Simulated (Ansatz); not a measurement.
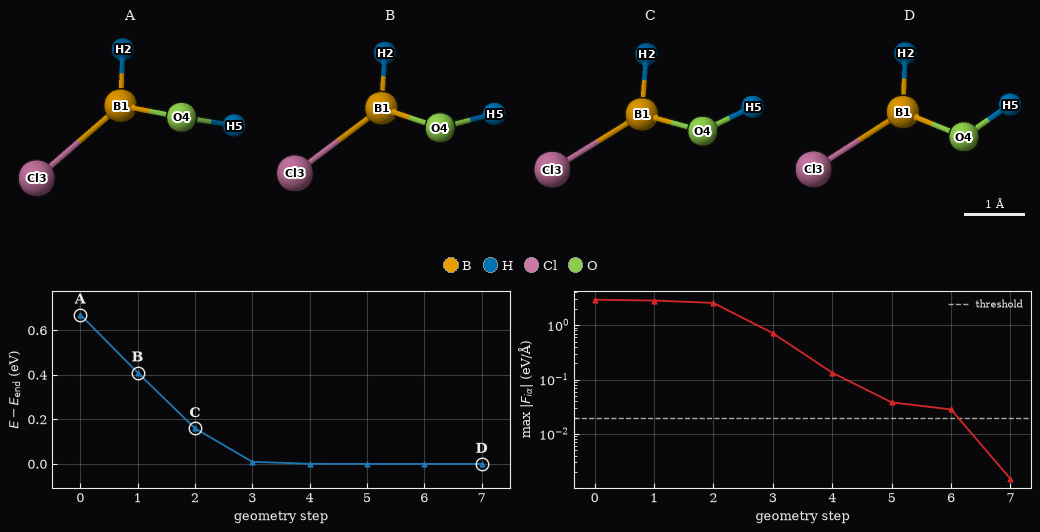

Frames of a relaxation of BH₂OCl, marked on the history of the run. A ball-and-stick model, seen at a tilt.

The run prepares the start of a later molecular dynamics calculation, from a guessed geometry.

Level of theory: RHF/def2-SVPD in Ansatz. (no spin polarisation; force threshold 0.02 eV/Å; at most 40 steps)

> What happens along the run?

The largest move after the best rigid fit is that of O4, 0.41 Å. By element the largest moves are O 0.41 Å, H 0.40 Å, Cl 0.18 Å, B 0.12 Å. Some distances before and after: B1–Cl3 1.860 → 1.777 Å, B1–O4 1.410 → 1.332 Å, O4–H5 1.010 → 0.943 Å. Among the angles between lasting bonds that change: B1–O4–H5 109.5° → 115.4°, H2–B1–O4 120.0° → 123.3°. Groups turn about B1–O4 by about 65°. The energy falls by 0.671 eV in 7 geometry steps. Largest force component: 2.9 eV/Å at the start, 0.0015 eV/Å at the end. Cost: 9.5 s on 1 thread of Intel(R) Xeon(R) Platinum 8488C (Sapphire Rapids) (shared host), peak memory 0.16 GiB. From step 0 to 1: H5 moves most (0.19 Å), energy −0.260 eV. From step 1 to 2: O4 moves most (0.20 Å), energy −0.250 eV. From step 2 to 7: O4 moves most (0.10 Å), energy −0.160 eV.

Limits of the set-up: Hartree-Fock leaves out electron correlation.
